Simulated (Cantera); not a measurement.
A closed system holds: 1 mol TiO2, 720 mol H2, equilibrated at 1.33 mbar.

Equilibrium computed with Cantera from the NASA thermochemical tables; the gas is ideal and each condensed phase is pure. Candidate condensed phases: H2O, Ti, TiO, TiO2, Ti2O3, Ti3O5, Ti4O7; 12 gas species. Mutual solubility and eutectic melting of coexisting phases are not modelled. Condensed phases not in the tables: Magnéli phases beyond Ti4O7. The numbers say what is thermodynamically allowed, not how fast it happens.

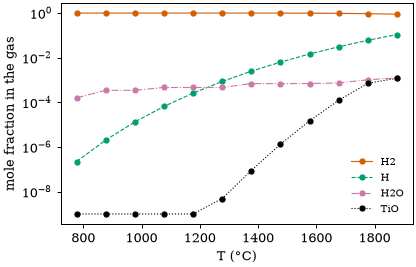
*Equilibrium gas composition (values under 1e-9 drawn at 1e-9)*

At 777 °C the condensed part is TiO2(rutile) + Ti4O7(s). From 877 °C to 977 °C the condensed part is Ti4O7(s). From 1077 °C to 1277 °C the condensed part is Ti3O5(s). From 1377 °C to 1777 °C the condensed part is Ti2O3(s). At 1877 °C nothing is condensed.
